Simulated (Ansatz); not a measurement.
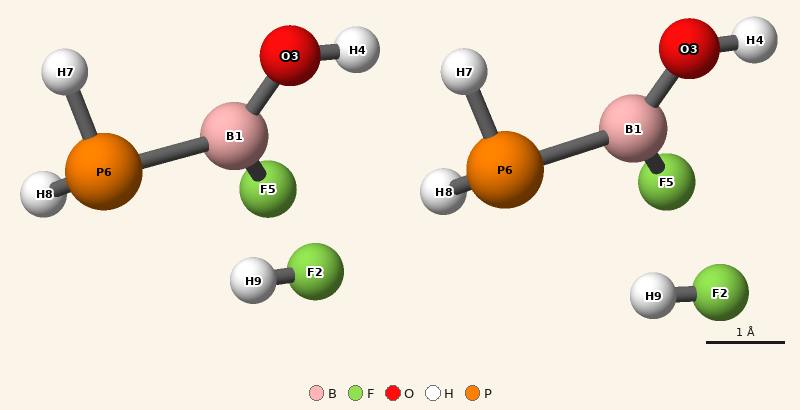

Two geometries of BPH4OF2, drawn at one scale. One is the start of a relaxation, the other its converged end. A ball-and-stick model, seen at a tilt.

Computed with Ansatz, RHF/6-31G*. Set-up: no spin polarisation; force threshold 0.03 eV/Å; at most 50 steps.

> Which one is relaxed?

The right one is the relaxed one. The run prepares an end point of a later path (reaction) calculation, from a guessed geometry. The largest move after the best rigid fit is that of F2, 0.38 Å. Largest moves by element: F 0.38 Å, H 0.24 Å, B 0.13 Å, O 0.12 Å, P 0.04 Å. Near-neighbour distances that change, for instance: B1–P6 1.925 → 1.943 Å. Over 9 accepted moves (11 points after the start) the energy falls by 1.35 kcal/mol. The largest force component goes from 0.43 to 0.017 eV/Å. The line search rejected the trial steps at points 7, 9 of the run. The forces were under the threshold at step 8, but the run went on from there.

Limits of the set-up: the start holds two separate molecules, 2.5 Å apart at their closest, whose relative position is a soft coordinate and is computed without a dispersion correction; Hartree-Fock leaves out electron correlation.
